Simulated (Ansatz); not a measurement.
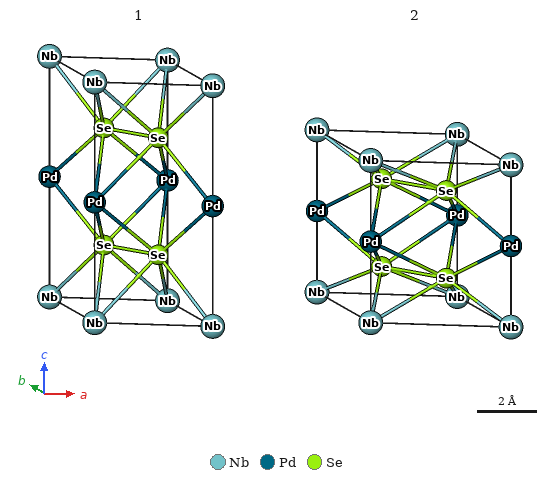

Two geometries of a crystal of NbPdSe4 (a generated structure, set up in P6/mmm) (coarse preliminary run), drawn at one scale. One is the start of a relaxation, the other its converged end. Style: ball-and-stick. Shown: the cell of the calculation, slightly off an axis.

The calculation used DFT PBE, scalar-relativistic, plane waves, PAW in Ansatz. (plane-wave cutoff 420 eV; k-point mesh 6 × 6 × 2; occupations gaussian; smearing width 0.1 eV; no spin polarisation; cell and atoms relaxed; force threshold 0.04 eV/Å; at most 70 steps)

> Which one is relaxed?

Structure 2 is the relaxed one. After 11 accepted moves (15 points after the start) the energy has fallen by 1009 meV per atom. Largest force component: 0.69 eV/Å at the start, 0.0066 eV/Å at the end. Pressure: 14.04 GPa at the start and 0.21 GPa at the end. The line search rejected the trial steps at points 8, 11 of the run. At 2 points the geometry stayed and the basis and grid were re-selected for the new cell (energy shift of 11.8 meV per atom at most each time). The largest moves relative to the cell, 0.15 Å, are those of Se atoms. Pd and Nb stay in place. Cell: a = b 4.048 → 4.813 Å (+18.9 %), c 8.415 → 5.673 Å (−32.6 %). Volume −4.7 %. Among the contacts that change: Se–Se 4.321 → 2.607 Å, Nb–Pd 4.208 → 2.837 Å, Se–Se 4.094 → 3.066 Å, Se–Se 2.337 → 2.779 Å. The space group stays P6/mmm (No. 191). The run took 74 s on 1 thread of AMD EPYC 7R43 64-Core Processor (Zen 3) (shared host), peak memory 0.48 GiB.

Limits of the set-up: the k-point mesh is coarse for a cell with partly filled bands.
